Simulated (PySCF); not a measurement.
# C7H13AlO: what the fields show

```xyz
22

C    -1.7243   -0.3809    1.3320
C    -1.1554   -0.0647    0.1765
C    -1.9314    0.1751   -1.0858
C     0.3065    0.1157    0.0676
O     1.1315   -1.0800    0.0243
C     0.5154   -2.3428    0.0308
C     1.0739    1.2099   -0.0010
C     0.4726    2.5854    0.0399
Al    2.6870   -0.0207   -0.0614
H    -1.1441   -0.5236    2.2286
H    -2.7920   -0.4893    1.4276
H    -1.6141   -0.5171   -1.8661
H    -2.9980    0.0532   -0.9141
H    -1.7418    1.1828   -1.4514
H     1.3125   -3.0793   -0.0529
H    -0.1664   -2.4523   -0.8175
H    -0.0362   -2.5093    0.9599
H    -0.5677    2.5683    0.3678
H     0.5233    3.0368   -0.9510
H     1.0420    3.2203    0.7157
H     3.4531   -0.3114    1.2620
H     3.3433   -0.3570   -1.4325
```

Geometry: GFN2-xTB.

Theory: PBE0/pcSseg-1, SCF density, gas phase, non-relativistic (PySCF).

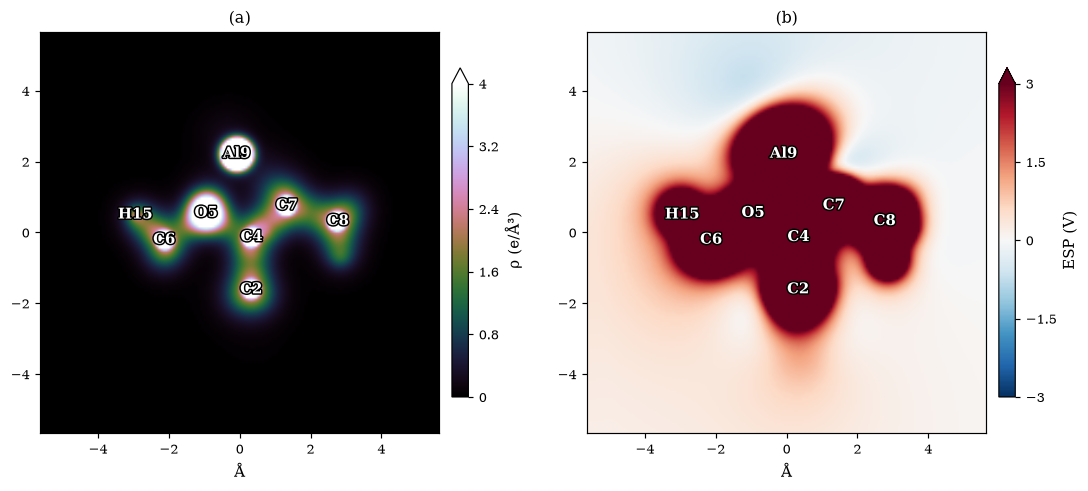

Figure 1. (a) electron density; (b) electrostatic potential on the plane of atoms C4, O5 and Al9.

Question: Describe what can be read from this map.

Answer:
- The plane passes through C, O, Al and H nuclei.
- C–C (1.34 Å): ρ at the midpoint is about 2.3 e/Å³.
- C–O (1.41 Å): ρ is about 2 e/Å³ halfway, with its minimum of 1.7 e/Å³ about 0.5 Å from C.
- Al–O (1.88 Å): ρ is about 0.5 e/Å³ halfway.
- C–Al (2.03 Å): ρ at the midpoint is about 0.59 e/Å³.
- C–H (1.09 Å): ρ at the midpoint is about 2.1 e/Å³.
- Outside the dense part of the molecule the potential is most negative (−0.7 V) near H22, which lies off the plane.

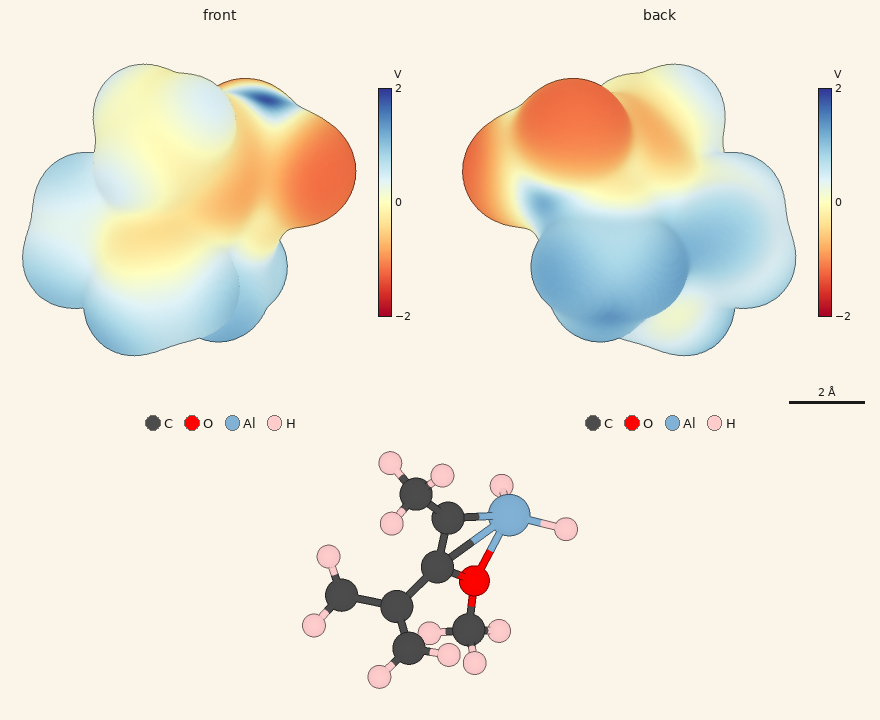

Figure 2. The electrostatic potential painted on the density surface at 0.002 e/bohr³, seen from the front and from behind; the colour scale runs from red (negative) to blue (positive). The bare structure is drawn below in the same view.

Question: Where is the surface potential most negative and most positive?

Answer: The most negative region (about −1.2 V, or −28 kcal/mol for a unit charge) lies over H21 and H22, the most positive (about +1.5 V, or +35 kcal/mol for a unit charge) over Al9.

Question: How polar is the molecule by this calculation?

Answer: Its dipole moment is 4.34 D.
